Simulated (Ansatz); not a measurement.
# Li3VO4 (Pmn2_1): the host for defect calculations, part 3 of 3

Aim: the runs on the perfect crystal Li3VO4 (Pmn2_1) that a defect calculation needs first.

Ansatz 0.2.0; plane-wave PAW DFT, PBEsol; single point of the host's primitive cell on a dense mesh (the session's first sound run).

So far: Set-up; Primitive cell on a dense mesh; Self-consistent run; Defect free supercell relaxed from its symmetric sites.

## (5) Defect free supercell relaxed from displaced atoms

This step: plane-wave PAW DFT, PBEsol; relaxation of the defect-free supercell from random displacements, a test of the host's stability (Ansatz 0.2.0).

File pristine.rattled/input.yaml:

```yaml
crystal:
  lattice:
    - [-6.2860121637, 5.4179606667, 4.9216573602]
    - [6.2860121637, -5.4179606667, 4.9216573602]
    - [6.2860121637, 5.4179606667, -4.9216573602]
  atoms:
    - { symbol: Li, position: [0.3391445132, 0.128833533, 0.457799152] }
    - { symbol: Li, position: [0.3391445132, 0.628833533, 0.957799152] }
    - { symbol: Li, position: [0.8391445132, 0.128833533, 0.957799152] }
    - { symbol: Li, position: [0.8391445132, 0.628833533, 0.457799152] }
    - { symbol: Li, position: [0.421034381, 0.3813453611, 0.292200848] }
    - { symbol: Li, position: [0.421034381, 0.8813453611, 0.792200848] }
    - { symbol: Li, position: [0.921034381, 0.3813453611, 0.792200848] }
    - { symbol: Li, position: [0.921034381, 0.8813453611, 0.292200848] }
    - { symbol: Li, position: [0.421034381, 0.128833533, 0.0396890198] }
    - { symbol: Li, position: [0.421034381, 0.628833533, 0.5396890198] }
    - { symbol: Li, position: [0.921034381, 0.128833533, 0.5396890198] }
    - { symbol: Li, position: [0.921034381, 0.628833533, 0.0396890198] }
    - { symbol: Li, position: [0.3391445132, 0.3813453611, 0.7103109802] }
    - { symbol: Li, position: [0.3391445132, 0.8813453611, 0.2103109802] }
    - { symbol: Li, position: [0.8391445132, 0.3813453611, 0.2103109802] }
    - { symbol: Li, position: [0.8391445132, 0.8813453611, 0.7103109802] }
    - { symbol: Li, position: [0.0886183467, 0.2553376531, 0.3332806935] }
    - { symbol: Li, position: [0.0886183467, 0.7553376531, 0.8332806935] }
    - { symbol: Li, position: [0.5886183467, 0.2553376531, 0.8332806935] }
    - { symbol: Li, position: [0.5886183467, 0.7553376531, 0.3332806935] }
    - { symbol: Li, position: [0.1720569596, 0.2553376531, 0.9167193065] }
    - { symbol: Li, position: [0.1720569596, 0.7553376531, 0.4167193065] }
    - { symbol: Li, position: [0.6720569596, 0.2553376531, 0.4167193065] }
    - { symbol: Li, position: [0.6720569596, 0.7553376531, 0.9167193065] }
    - { symbol: V, position: [0.0854685392, 0.0005265814, 0.0849419578] }
    - { symbol: V, position: [0.0854685392, 0.5005265814, 0.5849419578] }
    - { symbol: V, position: [0.5854685392, 0.0005265814, 0.5849419578] }
    - { symbol: V, position: [0.5854685392, 0.5005265814, 0.0849419578] }
    - { symbol: V, position: [0.1655846236, 0.0005265814, 0.6650580422] }
    - { symbol: V, position: [0.1655846236, 0.5005265814, 0.1650580422] }
    - { symbol: V, position: [0.6655846236, 0.0005265814, 0.1650580422] }
    - { symbol: V, position: [0.6655846236, 0.5005265814, 0.6650580422] }
    - { symbol: O, position: [0.2151925677, 0.167659199, 0.2723466253] }
    - { symbol: O, position: [0.2151925677, 0.667659199, 0.7723466253] }
    - { symbol: O, position: [0.7151925677, 0.167659199, 0.7723466253] }
    - { symbol: O, position: [0.7151925677, 0.667659199, 0.2723466253] }
    - { symbol: O, position: [0.4131487247, 0.3268281098, 0.0863206149] }
    - { symbol: O, position: [0.4131487247, 0.8268281098, 0.5863206149] }
    - { symbol: O, position: [0.9131487247, 0.3268281098, 0.5863206149] }
    - { symbol: O, position: [0.9131487247, 0.8268281098, 0.0863206149] }
    - { symbol: O, position: [0.2151925677, 0.4428459423, 0.5475333687] }
    - { symbol: O, position: [0.2151925677, 0.9428459423, 0.0475333687] }
    - { symbol: O, position: [0.7151925677, 0.4428459423, 0.0475333687] }
    - { symbol: O, position: [0.7151925677, 0.9428459423, 0.5475333687] }
    - { symbol: O, position: [0.1453125737, 0.4428459423, 0.9776533747] }
    - { symbol: O, position: [0.1453125737, 0.9428459423, 0.4776533747] }
    - { symbol: O, position: [0.6453125737, 0.4428459423, 0.4776533747] }
    - { symbol: O, position: [0.6453125737, 0.9428459423, 0.9776533747] }
    - { symbol: O, position: [0.1453125737, 0.167659199, 0.7024666313] }
    - { symbol: O, position: [0.1453125737, 0.667659199, 0.2024666313] }
    - { symbol: O, position: [0.6453125737, 0.167659199, 0.2024666313] }
    - { symbol: O, position: [0.6453125737, 0.667659199, 0.7024666313] }
    - { symbol: O, position: [0.3700256149, 0.0545216202, 0.8155039946] }
    - { symbol: O, position: [0.3700256149, 0.5545216202, 0.3155039946] }
    - { symbol: O, position: [0.8700256149, 0.0545216202, 0.3155039946] }
    - { symbol: O, position: [0.8700256149, 0.5545216202, 0.8155039946] }
    - { symbol: O, position: [0.4890176256, 0.0545216202, 0.4344960054] }
    - { symbol: O, position: [0.4890176256, 0.5545216202, 0.9344960054] }
    - { symbol: O, position: [0.9890176256, 0.0545216202, 0.9344960054] }
    - { symbol: O, position: [0.9890176256, 0.5545216202, 0.4344960054] }
    - { symbol: O, position: [0.4905074949, 0.3268281098, 0.6636793851] }
    - { symbol: O, position: [0.4905074949, 0.8268281098, 0.1636793851] }
    - { symbol: O, position: [0.9905074949, 0.3268281098, 0.1636793851] }
    - { symbol: O, position: [0.9905074949, 0.8268281098, 0.6636793851] }
basis:
  ecutwfc: 420
  xc_grid: 2
hamiltonian:
  xc: pbesol
kpoints:
  mp_grid: { grid: [1, 1, 1], shift: [0.25, 0.25, 0.25] }
scf:
  occupations: { method: fermi_dirac, width: 0.01 }
  max_iter: 80
output:
  forces: true
relax:
  f_tol: 0.01
  max_steps: 120
  random_displacement: { amplitude: 0.08, seed: 4909 }
checkpoint:
  write: "../pristine.rattled.run"
  compress: false
  write_wavefunctions: false
  write_every: 100000
```

The run is started by

```bash
$ ansatz run input.yaml --threads 4 --pin off --max-ram 7536MiB --backend cpu --events-out ev --progress --plain --runs-dir out
```

Numbers of over 12 decimals in the logs are rounded to 6 here.

The program printed:

```text
[...]
Crystal: 64 atoms, lattice volume = 670.475 Å³
Basis set: ecut = 420 eV, 13091 PW (Γ), exchange–correlation on 144×144×144 points (8 copies of the dense FFT grid, shifted against one another)
Bands: 248, of which v1, the nominal top of the filled ones, is band 184 counted from 1 (183 counted from 0)
Symmetry: 1 space group operations
k-points: 1
[...]
SCF iter   1: F=—  HF=-45970.080349 eV  |F-HF|=—  |Δ(HF+E_count)|=         —  Δρ=1.28e-2  dr2=9.27e-1  ethr=1.77e-3  ⟨swp⟩=5.0  Hψ=802  notcnv=0  defer=41
[...]
SCF iter  12: F=-45969.864502 eV  HF=-45969.864502 eV  |F-HF|=1.75e-7  |Δ(HF+E_count)|=   4.80e-7  Δρ=5.96e-6  dr2=2.98e-7  ethr=6.79e-10  ⟨swp⟩=2.0  Hψ=665  notcnv=0
SCF 1 converged in 12 iterations: F = -45969.864502 eV  dr2 = 2.98e-7
[...]
relax step   1: F+E_penalty+E_count = -45969.86450230 eV  Δ(F+E_penalty+E_count) = +0.000e0 eV  max|allowed force component| = 5.557e0 eV/Å  Δτ_max = 0.0000 Å  (12 SCF iters, dr2 threshold 2.50e-6 eV, accepted)
[...]
relax step   2: F+E_penalty+E_count = -45972.53330561 eV  Δ(F+E_penalty+E_count) = -2.669e0 eV  max|allowed force component| = 2.372e0 eV/Å  Δτ_max = 0.0676 Å  (8 SCF iters, dr2 threshold 1.00e-4 eV, accepted)
relax step   3: F+E_penalty+E_count = -45973.36798131 eV  Δ(F+E_penalty+E_count) = -8.347e-1 eV  max|allowed force component| = 6.012e-2 eV/Å  Δτ_max = 0.0950 Å  (8 SCF iters, dr2 threshold 1.00e-4 eV, accepted)
relax step   4: F+E_penalty+E_count = -45973.36799207 eV  Δ(F+E_penalty+E_count) = -1.076e-5 eV  max|allowed force component| = 6.025e-2 eV/Å  Δτ_max = 0.0000 Å  (5 SCF iters, accepted)
relax step   5: F+E_penalty+E_count = -45973.37302643 eV  Δ(F+E_penalty+E_count) = -5.034e-3 eV  max|allowed force component| = 5.600e-3 eV/Å  Δτ_max = 0.0215 Å  (8 SCF iters, dr2 threshold 2.27e-7 eV, accepted)
iter 1 solved again at ethr=4.13e-11 eV; its pass at ethr=3.10e-3 eV (dr2=1.52e-7 eV) is discarded
[...]
SCF iter   3: F=-45973.373027 eV  HF=-45973.373027 eV  |F-HF|=7.28e-9  |Δ(HF+E_count)|=   1.04e-8  Δρ=1.47e-6  dr2=1.97e-8  ethr=2.72e-11  ⟨swp⟩=2.0  Hψ=668  notcnv=0
SCF 6 converged in 3 iterations: F = -45973.373027 eV  dr2 = 1.97e-8
relax step   6: F+E_penalty+E_count = -45973.37302652 eV  Δ(F+E_penalty+E_count) = -8.998e-8 eV  max|allowed force component| = 5.597e-3 eV/Å  Δτ_max = 0.0000 Å  (3 SCF iters, accepted)
SCF converged after 3 iterations
Free energy (F): -45973.373027 eV
[...]
Internal energy: -45973.373027 eV  (E = F + TS)
E sigma→0 (E₀):  -45973.373027 eV
Fermi energy:    5.084036 eV
[...]
--- Forces (eV/Å), atoms counted from 1 ---
  atom   1  Li    -0.00020204    -0.00040795    -0.00191613
  atom   2  Li    -0.00365579    -0.00121887    -0.00081250
  atom   3  Li    -0.00284441     0.00058116    -0.00096850
  atom   4  Li     0.00018746     0.00170623    -0.00282601
  atom   5  Li     0.00070423    -0.00092731     0.00066651
  atom   6  Li     0.00136372    -0.00111979    -0.00205598
  atom   7  Li     0.00245712    -0.00151385    -0.00132614
  atom   8  Li     0.00230164     0.00114459    -0.00174412
  atom   9  Li    -0.00271153    -0.00225008    -0.00074662
  atom  10  Li    -0.00285959    -0.00031583    -0.00162025
  atom  11  Li    -0.00235083    -0.00082321    -0.00013347
  atom  12  Li    -0.00080543     0.00008261     0.00001256
  atom  13  Li     0.00074405     0.00230539    -0.00249748
  atom  14  Li     0.00317652    -0.00012050    -0.00033381
  atom  15  Li    -0.00080497     0.00107320     0.00126002
  atom  16  Li    -0.00058029    -0.00052049     0.00019472
  atom  17  Li    -0.00105631    -0.00278789     0.00043435
  atom  18  Li    -0.00047798    -0.00268189    -0.00049253
  atom  19  Li    -0.00040886    -0.00054340    -0.00030030
  atom  20  Li     0.00110323     0.00224002    -0.00186939
  atom  21  Li    -0.00089424     0.00178204    -0.00201115
  atom  22  Li     0.00070851     0.00034746    -0.00021450
  atom  23  Li     0.00096418     0.00014116    -0.00080179
  atom  24  Li     0.00063673     0.00043892    -0.00025018
  atom  25  V      0.00135959    -0.00300345     0.00176623
  atom  26  V      0.00208268     0.00132343    -0.00033370
  atom  27  V      0.00005686     0.00004087    -0.00311809
  atom  28  V     -0.00111919    -0.00213379    -0.00002837
  atom  29  V      0.00058946     0.00191159    -0.00073458
  atom  30  V     -0.00107943    -0.00063085     0.00144145
  atom  31  V     -0.00031223     0.00192759    -0.00204040
  atom  32  V     -0.00097097     0.00346628    -0.00094036
  atom  33  O      0.00093308    -0.00260701     0.00189700
  atom  34  O     -0.00089287    -0.00209091     0.00097176
  atom  35  O      0.00180320    -0.00402121     0.00206285
  atom  36  O      0.00398271     0.00053643     0.00146701
  atom  37  O     -0.00019901    -0.00230282     0.00112794
  atom  38  O     -0.00105914    -0.00321952    -0.00193897
  atom  39  O     -0.00055893    -0.00286360     0.00127356
  atom  40  O     -0.00047010    -0.00055614    -0.00225356
[...]
atom  53  O      0.00078035     0.00161241     0.00060200
  atom  54  O      0.00015485    -0.00208835     0.00174898
  atom  55  O      0.00035024    -0.00344392     0.00323969
  atom  56  O      0.00231083    -0.00144813     0.00038989
  atom  57  O     -0.00036421     0.00235393     0.00113357
  atom  58  O      0.00086521     0.00304083    -0.00006150
  atom  59  O      0.00162715     0.00147890    -0.00079681
  atom  60  O     -0.00304422    -0.00016089    -0.00004884
  atom  61  O      0.00044362     0.00397429    -0.00171883
  atom  62  O      0.00067653    -0.00028386     0.00246764
  atom  63  O      0.00183701     0.00223832    -0.00489734
  atom  64  O      0.00039950     0.00366756    -0.00154636
  max |Σ_I F_I| component: 6.88e-6 eV/Å
--- Relaxed structure (6 steps of the walk, 6 accepted, 0 SCFs on fresh bases) ---
  F+E_penalty+E_count = -45973.37302652 eV   max|allowed force component| = 5.597e-3 eV/Å
  atoms:
    - { symbol: Li, position: [0.338491, 0.127746, 0.457005] }
    - { symbol: Li, position: [0.338428, 0.627765, 0.957099] }
    - { symbol: Li, position: [0.838556, 0.127884, 0.957107] }
    - { symbol: Li, position: [0.838441, 0.627866, 0.456938] }
    - { symbol: Li, position: [0.420199, 0.380230, 0.291454] }
    - { symbol: Li, position: [0.420410, 0.880436, 0.791508] }
    - { symbol: Li, position: [0.920379, 0.380353, 0.791464] }
    - { symbol: Li, position: [0.920334, 0.880305, 0.291331] }
    - { symbol: Li, position: [0.420381, 0.127798, 0.038983] }
    - { symbol: Li, position: [0.420384, 0.627929, 0.538912] }
    - { symbol: Li, position: [0.920302, 0.127755, 0.538954] }
    - { symbol: Li, position: [0.920236, 0.627667, 0.038806] }
    - { symbol: Li, position: [0.338436, 0.380412, 0.709470] }
    - { symbol: Li, position: [0.338458, 0.880260, 0.209567] }
    - { symbol: Li, position: [0.838408, 0.380349, 0.209641] }
    - { symbol: Li, position: [0.838428, 0.880354, 0.709654] }
    - { symbol: Li, position: [0.088050, 0.254317, 0.332723] }
    - { symbol: Li, position: [0.088041, 0.754386, 0.832594] }
    - { symbol: Li, position: [0.587938, 0.254302, 0.832472] }
    - { symbol: Li, position: [0.588031, 0.754335, 0.332476] }
    - { symbol: Li, position: [0.171370, 0.254437, 0.915879] }
    - { symbol: Li, position: [0.171378, 0.754392, 0.415952] }
    - { symbol: Li, position: [0.671410, 0.254376, 0.415936] }
    - { symbol: Li, position: [0.671243, 0.754270, 0.915826] }
    - { symbol: V, position: [0.084764, -0.000519, 0.084157] }
    - { symbol: V, position: [0.084819, 0.499588, 0.584217] }
    - { symbol: V, position: [0.584859, -0.000424, 0.584186] }
    - { symbol: V, position: [0.584695, 0.499418, 0.084072] }
    - { symbol: V, position: [0.164874, -0.000439, 0.664292] }
    - { symbol: V, position: [0.164929, 0.499521, 0.164368] }
    - { symbol: V, position: [0.664953, -0.000507, 0.164327] }
    - { symbol: V, position: [0.664877, 0.499533, 0.664222] }
    - { symbol: O, position: [0.214376, 0.166454, 0.271620] }
    - { symbol: O, position: [0.214498, 0.666609, 0.771662] }
    - { symbol: O, position: [0.714549, 0.166584, 0.771632] }
    - { symbol: O, position: [0.714441, 0.666517, 0.271440] }
    - { symbol: O, position: [0.412347, 0.325696, 0.085582] }
    - { symbol: O, position: [0.412462, 0.825848, 0.585627] }
    - { symbol: O, position: [0.912445, 0.325753, 0.585598] }
    - { symbol: O, position: [0.912288, 0.825653, 0.085420] }
    - { symbol: O, position: [0.214514, 0.441908, 0.546798] }
    - { symbol: O, position: [0.214459, 0.941747, 0.046833] }
    - { symbol: O, position: [0.714325, 0.441611, 0.046677] }
    - { symbol: O, position: [0.714447, 0.941723, 0.546783] }
    - { symbol: O, position: [0.144461, 0.441730, 0.976907] }
    - { symbol: O, position: [0.144500, 0.941798, 0.476887] }
    - { symbol: O, position: [0.644477, 0.441762, 0.476804] }
    - { symbol: O, position: [0.644612, 0.941831, 0.976912] }
    - { symbol: O, position: [0.144557, 0.166644, 0.701664] }
    - { symbol: O, position: [0.144534, 0.666559, 0.201719] }
    - { symbol: O, position: [0.644613, 0.166547, 0.201754] }
    - { symbol: O, position: [0.644465, 0.666554, 0.701605] }
    - { symbol: O, position: [0.369251, 0.053444, 0.814749] }
    - { symbol: O, position: [0.369335, 0.553438, 0.314800] }
    - { symbol: O, position: [0.869282, 0.053332, 0.314826] }
    - { symbol: O, position: [0.869261, 0.553398, 0.814669] }
    - { symbol: O, position: [0.488270, 0.053461, 0.433695] }
    - { symbol: O, position: [0.488116, 0.553341, 0.933607] }
    - { symbol: O, position: [0.988318, 0.053488, 0.933715] }
    - { symbol: O, position: [0.988253, 0.553543, 0.433794] }
    - { symbol: O, position: [0.489688, 0.325740, 0.662806] }
    - { symbol: O, position: [0.489747, 0.825678, 0.162907] }
    - { symbol: O, position: [0.989797, 0.325758, 0.163016] }
    - { symbol: O, position: [0.989672, 0.825773, 0.662874] }
```

Run time: 42 s. Hardware: 4 threads of Arm Neoverse V1, shared host; peak memory 1.3 GiB.

The steps of the relaxation:

```tsv
step	energy less that of the first step (eV)	largest force component (eV/Å)
1	0.0000	5.5571
2	-2.6688	2.3725
3	-3.5035	0.0601
4	-3.5035	0.0603
5	-3.5085	0.0056
6	-3.5085	0.0056
```

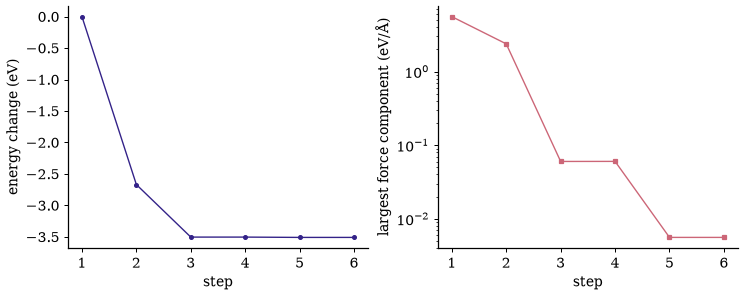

Energy and largest force along the relaxation.

The relaxation ends 55 meV an atom lower than the displaced start, with a largest force component of 0.0056 eV/Å.

## (6) Outcome

| Item | Value |
| --- | --- |
| supercell relaxed in its symmetry less the displaced and relaxed one | 0.000 eV |
| energy an atom at one point at (¼, ¼, ¼) less that on the dense mesh | -0.001 eV |

In words: Step 5: The energy fell by 3.509 eV from the randomly displaced start; the atoms end within 0.005 Å of the sites as typed, once the mean shift is taken out. The displaced cell ends within 0.01 eV of the symmetric one relaxed in its symmetry, so no lower structure shows in this supercell. All at zero temperature.

[Logs are printed without paths, hosts, clocks, repeated set-up lines and the standing remarks that a program may print on its own settings, such as how far it seeks lower states.]

[Hosts, paths, dates, database ids (printed as entryN), source tags and the programs' standing remarks are cut or masked in the printed files.]

[Runs of the host that timed out are not shown.]

[For some hosts the program warned that the k-mesh of the response run may be too coarse for force constants and the static dielectric constant; such warnings are not always shown.]
